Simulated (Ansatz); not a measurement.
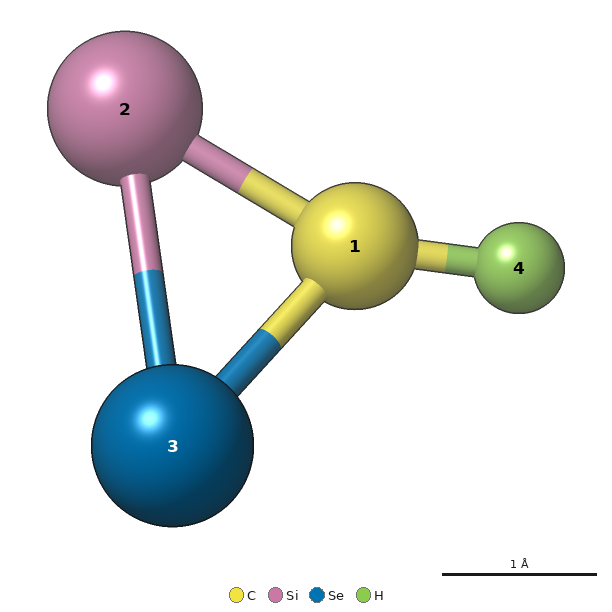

Orthographic view. Depth is shown by fading: the farther an atom, the more it takes the colour of the background. State: neutral, doublet. The computed structure is the end point of a PBE0-D4/def2-TZVP optimisation. No frequency run is at hand to confirm it as a minimum.

Give the geometry as a Z-matrix, atoms in numerical order, with these reference atoms: 2 to 1; 3 to 1, 2; 4 to 1, 2, 3.

```
C  
Si   1   1.754
Se   1   1.882   2    81.4
H    1   1.080   2   154.9   3   180.0
```
